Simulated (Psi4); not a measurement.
# AlCl2 (SMILES [Cl][Al][Cl]) at UM11-L/cc-pCVDZ (DKH3, density fitting)

What is the electrostatic solvation energy at fixed shape (IEF-PCM, dichloromethane) of AlCl2 at UM11-L/cc-pCVDZ (DKH3, density fitting)? 

The results are computed with Psi4 1.11.

### 1 The molecule

The species is AlCl2 (3 atoms), meant as a doublet with charge 0. SMILES: `[Cl][Al][Cl]`. The shape is that of a PBE0-D4/def2-TZVP optimisation.

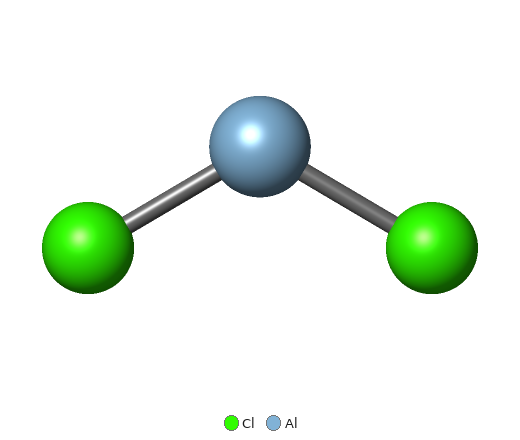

The structure, seen from a chosen angle (chlorine green, aluminium light blue).

### 2 A single-point energy at UM11-L/cc-pCVDZ (DKH3, density fitting)

Contents of calc.dat:

```
memory 1600 mb

molecule system {
  0 2
  Cl
  Al 1 2.101848
  Cl 2 2.101932 1 118.88417
  units angstrom
  symmetry c1
}

set {
  reference uks
  scf_type df
  relativistic dkh
  dkh_order 3
}

e_tot = energy('m11-l/cc-pCVDZ')
```

Command:

```sh
psi4 -i calc.dat -o calc.out -n 1
```

calc.out:

```text
[...]
  Running in c1 symmetry.
[...]
  Nuclear repulsion =  153.526209420164292
[...]
  Multiplicity = 2
[...]
  Nalpha       = 24
  Nbeta        = 23
[...]
    Number of basis functions: 81
[...]
   @DF-UKS iter   1: -1165.66622228133610   -2.69865e-01   5.37829e-03 DIIS/ADIIS
[...]
   @DF-UKS iter   9: -1165.75260228391903   -8.75002e-08   5.91706e-07 DIIS
[...]
   @S^2 Observed:                7.515158552E-01
[...]
    Orbital Energies [Eh]
    ---------------------
    Alpha Occupied:
       1A   -102.396710     2A   -102.396698     3A    -56.669807
       4A     -9.986783     5A     -9.986773     6A     -7.236585
       7A     -7.236575     8A     -7.232560     9A     -7.232550
      10A     -7.232053    11A     -7.232043    12A     -4.526315
      13A     -2.777939    14A     -2.774599    15A     -2.773901
      16A     -0.831803    17A     -0.825288    18A     -0.418845
      19A     -0.373127    20A     -0.329408    21A     -0.329101
      22A     -0.317226    23A     -0.309454    24A     -0.212837
    Alpha Virtual:
      25A     -0.100700    26A     -0.020136    27A     -0.012457
[...]
  @DF-UKS Final Energy: -1165.75260228391903
   => Energetics <=
    Nuclear Repulsion Energy =            153.5262094201642924
    One-Electron Energy =               -1917.6819426867043603
    Two-Electron Energy =                 673.9941555451046042
    DFT Exchange-Correlation Energy =     -75.5910245624837529
    Empirical Dispersion Energy =           0.0000000000000000
    VV10 Nonlocal Energy =                  0.0000000000000000
    Total Energy =                      -1165.7526022839190318
[...]
 Multipole Moments:
 ------------------------------------------------------------------------------------
     Multipole            Electronic (a.u.)      Nuclear  (a.u.)        Total (a.u.)
 ------------------------------------------------------------------------------------
 L = 1.  Multiply by 2.5417464519 to convert [e a0] to [Debye]
 Dipole X            :         -0.6348509            0.1468078           -0.4880431
 Dipole Y            :         -0.3746295            0.0866697           -0.2879598
 Dipole Z            :         -0.0000000            0.0000000           -0.0000000
 Magnitude           :                                                    0.5666630
[...]
```

It took 4.8 s on 1 thread of Intel Xeon 6975P-C (Granite Rapids), shared host; peak memory 0.51 GiB.

### 3 The energy at UM11-L/cc-pCVDZ (DKH3, density fitting, IEF-PCM dichloromethane)

Contents of calc.dat:

```
memory 1.6 GB

molecule {
  0 2
  Cl     1.374800     0.868300     0.838700
  Al    -0.432100     0.520700    -0.177200
  Cl    -0.953600    -1.453800    -0.674700
  symmetry c1
}

set {
  reference uks
  scf_type df
  relativistic dkh
  dkh_order 3
  pcm true
}

pcm = {
  Units = Angstrom
  Medium {
    SolverType = IEFPCM
    Solvent = Methylenechloride
  }
  Cavity {
    Type = GePol
    RadiiSet = UFF
    Scaling = False
    Area = 0.3
    Mode = Implicit
  }
}

energy_value, wavefunction = energy("m11-l/cc-pCVDZ", return_wfn=True)
print_variables()
```

Command:

```sh
psi4 calc.dat calc.out -n 1
```

calc.out:

```text
[...]
  Running in c1 symmetry.
[...]
  Nuclear repulsion =  153.526194826504110
[...]
  Multiplicity = 2
[...]
  Nalpha       = 24
  Nbeta        = 23
[...]
    Number of basis functions: 81
[...]
   @DF-UKS iter   1: -1165.67300558553757   -2.74590e-01   5.38532e-03 DIIS/ADIIS
[...]
   @DF-UKS iter   9: -1165.75842716074567   -1.98818e-08   4.30138e-07 DIIS
[...]
   @S^2 Observed:                7.515036976E-01
[...]
    Orbital Energies [Eh]
    ---------------------
    Alpha Occupied:
       1A   -102.390956     2A   -102.390945     3A    -56.661968
       4A     -9.981300     5A     -9.981293     6A     -7.230952
       7A     -7.230945     8A     -7.227045     9A     -7.227037
      10A     -7.226655    11A     -7.226647    12A     -4.517999
      13A     -2.769523    14A     -2.766506    15A     -2.765572
      16A     -0.827157    17A     -0.820780    18A     -0.412750
      19A     -0.368479    20A     -0.325342    21A     -0.324382
      22A     -0.313070    23A     -0.306621    24A     -0.197800
    Alpha Virtual:
      25A     -0.082598    26A     -0.009195    27A     -0.000398
[...]
  @DF-UKS Final Energy: -1165.75842716074567
   => Energetics <=
    Nuclear Repulsion Energy =            153.5261948265041099
    One-Electron Energy =               -1917.6738095705243268
    Two-Electron Energy =                 673.9964240350659566
    DFT Exchange-Correlation Energy =     -75.6004043950860307
    Empirical Dispersion Energy =           0.0000000000000000
    VV10 Nonlocal Energy =                  0.0000000000000000
    PCM Polarization Energy =              -0.0068320567052895
    Total Energy =                      -1165.7584271607456685
[...]
 Multipole Moments:
 ------------------------------------------------------------------------------------
     Multipole            Electronic (a.u.)      Nuclear  (a.u.)        Total (a.u.)
 ------------------------------------------------------------------------------------
 L = 1.  Multiply by 2.5417464519 to convert [e a0] to [Debye]
 Dipole X            :         -0.6173082            0.1098554           -0.5074528
 Dipole Y            :          0.7328615           -0.1303686            0.6024929
 Dipole Z            :          0.0000000           -0.0000000            0.0000000
 Magnitude           :                                                    0.7877221
[...]
```

Run time: 8.7 s. Hardware: 1 thread of Intel Xeon 6975P-C (Granite Rapids), shared host; peak memory 0.52 GiB.

### 4 Results

At UM11-L/cc-pCVDZ (DKH3, density fitting):

| quantity | value |
| --- | --- |
| gas phase: total energy | -1165.75260 Eh |
| gas phase: dipole moment | 1.44 D |
| gas phase: HOMO energy (highest over α and β) | -5.79 eV |
| gas phase: LUMO energy (lowest over α and β) | -4.25 eV |
| gas phase: ⟨S²⟩ | 0.752 |
| IEF-PCM, dichloromethane: total energy | -1165.75843 Eh |
| IEF-PCM, dichloromethane: dipole moment | 2.00 D |
| IEF-PCM, dichloromethane: HOMO energy (highest over α and β) | -5.38 eV |
| IEF-PCM, dichloromethane: LUMO energy (lowest over α and β) | -3.71 eV |
| IEF-PCM, dichloromethane: solvent term in the energy | -17.9 kJ/mol |
| IEF-PCM, dichloromethane: ⟨S²⟩ | 0.752 |
| energy change from gas to solvent at fixed shape | -0.159 eV |

What this shows: The solvent model (IEF-PCM, dichloromethane) lowers the energy by 0.16 eV (−3.7 kcal/mol) at the same shape. It holds the electrostatic part alone, without cavity or dispersion terms.
